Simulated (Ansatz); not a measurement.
**Converging the plane-wave cutoff: LaGa (Cm, 4 atoms in the cell)**

```
LaGa
1.0
    2.30652    -5.75041     0.00000
    2.30652     5.75041     0.00000
    0.00000     0.00000     4.27854
La Ga
2 2
Cartesian
  2.30652  -4.14559   1.11963
  2.30652   4.14559   3.20890
  2.30652  -0.77309   1.06963
  2.30652   0.77309   3.20890
```

Level of theory: LDA (PW92), default PAW files made with PBE (plane waves; Ansatz, a program for electronic structure).

Base settings: basis.ecutwfc = 420 eV; kpoints.mp_grid.grid = 4 4 4; hamiltonian.xc = lda; hamiltonian.pseudopotentials = {kind: paw} (the program's default PAW files); scf.occupations.method = gaussian; scf.occupations.width = 0.1 eV.

The second cell is the first with its lattice scaled by 0.98.

The mesh stays at the base's, so the ladder's end is converged at best in this setting alone.

The first pressure column holds Ansatz's estimate of the finite-basis (Pulay) stress, which hides part of the cutoff error; the other is without it.

Only quantities that move along the ladder and can be compared are tabulated.

The count of work is k-points × plane waves × bands × iterations; it is no time. 

The starting cell comes from a database of computed structures (which also holds hypothetical and non-ambient phases and stackings), without a prior relaxation at this level. Its lattice was rescaled by up to half a per cent. One atom was moved a little off its site on purpose. In the base run, with a pressure of about -5 GPa the cell is away from its equilibrium volume at this level. Without a gap this mesh is coarse (it stands for a supercell whose shortest vector is 17 Å).

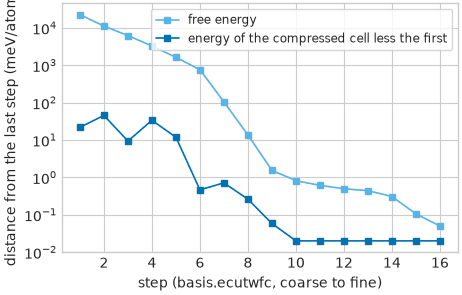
Figure: Distance from the last step along the ladder; very small values are drawn at a floor.

| basis.ecutwfc | free energy less the last step's (meV/atom) | energy of the compressed cell less the first (meV/atom) | pressure (GPa) | pressure without the Pulay estimate (GPa) | largest difference of a force vector from the last step's (eV/Å) | count of work / last |
|---|---|---|---|---|---|---|
| 145 eV | 22692.40 | -12.85 | -0.07 | -352.62 | 1.040 | 0.061 |
| 170 eV | 11246.89 | -80.22 | -6.49 | -210.68 | 0.376 | 0.078 |
| 190 eV | 6242.37 | -25.25 | -5.57 | -141.27 | 0.113 | 0.081 |
| 210 eV | 3294.63 | -0.90 | -4.22 | -91.88 | 0.096 | 0.096 |
| 230 eV | 1635.95 | -46.51 | -5.34 | -56.74 | 0.107 | 0.11 |
| 250 eV | 762.21 | -34.16 | -4.47 | -33.35 | 0.020 | 0.12 |
| 295 eV | 105.03 | -33.91 | -4.67 | -10.21 | 0.029 | 0.16 |
| 335 eV | 13.61 | -34.36 | -4.68 | -5.61 | 0.005 | 0.17 |
| 380 eV | 1.55 | -34.57 | -4.70 | -4.78 | 0.001 | 0.20 |
| 420 eV | 0.82 | -34.61 | -4.71 | -4.72 | 0.000 | 0.24 |
| 460 eV | 0.61 | -34.61 | -4.71 | -4.72 | 0.000 | 0.27 |
| 505 eV | 0.50 | -34.61 | -4.71 | -4.71 | 0.000 | 0.36 |
| 565 eV | 0.44 | -34.62 | -4.71 | -4.71 | 0.000 | 0.42 |
| 630 eV | 0.31 | -34.62 | -4.71 | -4.72 | 0.000 | 0.50 |
| 735 eV | 0.11 | -34.62 | -4.71 | -4.71 | 0.000 | 0.62 |
| 840 eV | 0.04 | -34.62 | -4.71 | -4.71 | 0.000 | 0.76 |
| 1010 eV | 0.00 | -34.62 | -4.71 | -4.71 | 0.000 | 1.0 |

Coarsest basis.ecutwfc that holds the energy of the compressed cell less the first within 1 meV/atom of the last step, with all finer ones: 250 eV, at 0.12 of the last step's count of work; the step before is off by 12 meV/atom.

Coarsest basis.ecutwfc that holds the pressure without the Pulay estimate within 1 GPa of the last step, with all finer ones: 335 eV, at 0.17 of the last step's count of work; the step before is off by 5.5 GPa.

Coarsest basis.ecutwfc that holds the pressure within 0.2 GPa of the last step, with all finer ones: 295 eV, at 0.16 of the last step's count of work; the step before is off by 0.24 GPa.

The energy difference between the two cells stays within 1 meV/atom of the last step's from 250 eV on, the total only from 420 eV on: much of the error is common to both cells and cancels.

At the lowest cutoff the pressure without the Pulay estimate lies 348 GPa under the last step's, the usual sign of Pulay stress in an incomplete plane-wave basis.

Keys are those of Ansatz 0.2.
